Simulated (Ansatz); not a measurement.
One crystal and one scan (scan of one atom of the cell) at two levels, PBE (plane waves to 420 eV, PAW, scalar-relativistic; Ansatz, a program for electronic structure) and r2SCAN (plane waves to 500 eV, PAW, scalar-relativistic; Ansatz), each from its own relaxed cell and on its own mesh. The cell shown is that of PBE.

BaTiO$_{3}$ (cubic perovskite)

```
BaTiO3
1.0
    4.01946     0.00000     0.00000
    0.00000     4.01946     0.00000
    0.00000     0.00000     4.01946
Ba Ti O
1 1 3
Direct
  0.00000   0.00000   0.00000
  0.50000   0.50000   0.50000
  0.00000   0.50000   0.50000
  0.50000   0.50000   0.00000
  0.50000   0.00000   0.50000
```

Scan: atom 5 (O, nearest neighbour Ti at 2.010 Å; its periodic images, 4.0 Å or more away, move with it) is displaced towards the nearest neighbour, direction (0.000, 1.000, 0.000) in Cartesian axes, by s. The other atoms stay.

The energy includes the smearing's −TS. BaTiO3 is run without spin polarisation. BaTiO3 was relaxed with its symmetry unable to fall. The PAW data are Ansatz's earlier set. This is a high-temperature form of BaTiO3. Percentages come from the unrounded values.

```csv
quantity,PBE,r2SCAN,PBE − r2SCAN
Lattice constant a (Å),4.019,3.994,+0.025 (+0.6 %)
"Band gap of the relaxed cell, no spin-orbit coupling (eV)",1.79,2.18,-0.39 (-18 %)
Force constant k = d²E/ds² at s = 0 (finite differences) (eV/Å²),4.18,4.98,-0.80 (-16 %)
```

PBE gives the higher value for: lattice constant a. PBE gives the lower value for: band gap of the relaxed cell, no spin-orbit coupling; force constant k = d²E/ds² at s = 0. Both give the same shape of the curve: a single well with its minimum at or next to zero displacement.

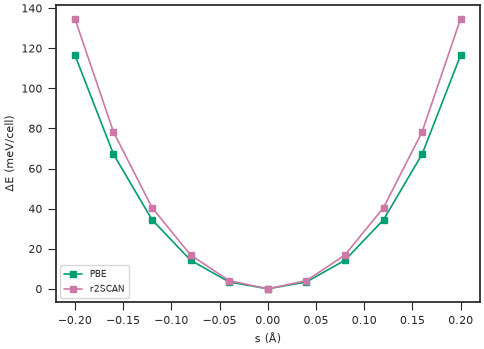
Fig. 1. ΔE, each from the undisplaced structure of its own level.

(A displaced cell: forces are minus the slopes of the energy, force constants its curvatures, and phonons follow from these.)
